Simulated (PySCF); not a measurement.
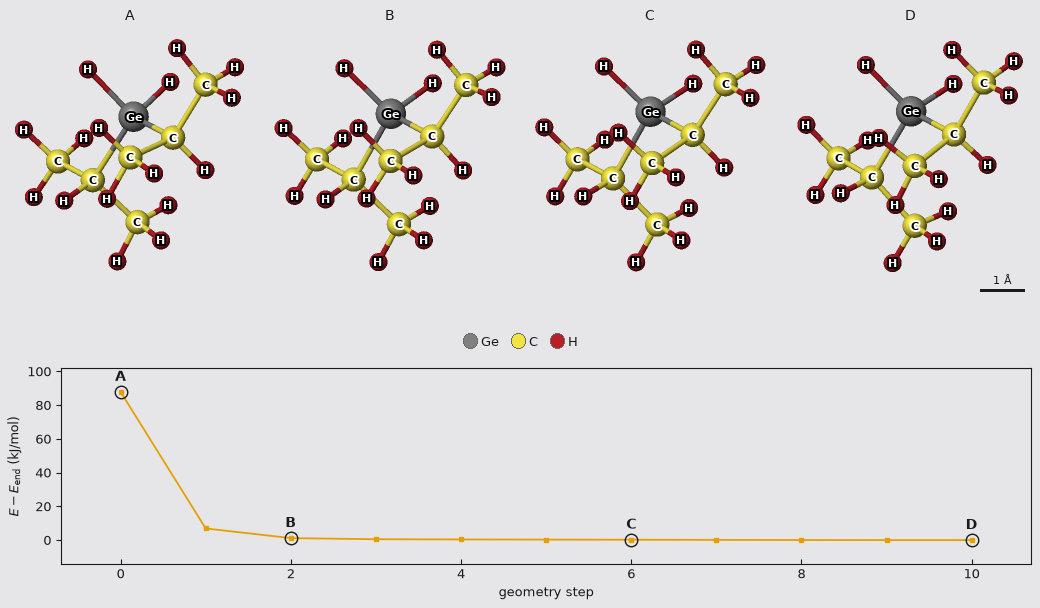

Frames of a relaxation of C6H16Ge, marked on the history of the run. A ball-and-stick model, seen from a free direction.

The start comes from GFN2-xTB. Its atoms were then displaced at random by about 0.03 Å.

Level of theory: PySCF, PBE0-D3(BJ)/def2-SVP geometry optimisation, gas phase. 

What happens along the run?

The atom that moves furthest after the best rigid fit is an H atom (0.32 Å). Largest moves by element: H 0.32 Å, C 0.24 Å, Ge 0.15 Å. Some distances before and after: C–C 1.418 → 1.525 Å, C–H 1.033 → 1.103 Å, Ge–H 1.483 → 1.549 Å, C–H 1.168 → 1.104 Å. Bond angles that change, for instance: H–Ge–H 98.2° → 108.0°, C–C–H 118.5° → 111.4°, C–C–H 115.1° → 108.7°. Over 10 geometry steps the energy falls by 87.9 kJ/mol. From step 0 to 2: an H atom moves most (0.12 Å), energy −86.7 kJ/mol. From step 2 to 6: an H atom moves most (0.14 Å), energy −0.95 kJ/mol. From step 6 to 10: an H atom moves most (0.17 Å), energy −0.24 kJ/mol.

| step | E − E(0), kJ/mol |
| --- | --- |
| 0 | 0.00 |
| 1 | -80.95 |
| 2 | -86.67 |
| 3 | -87.34 |
| 4 | -87.46 |
| 5 | -87.56 |
| 6 | -87.63 |
| 7 | -87.72 |
| 8 | -87.81 |
| 9 | -87.86 |
| 10 | -87.87 |
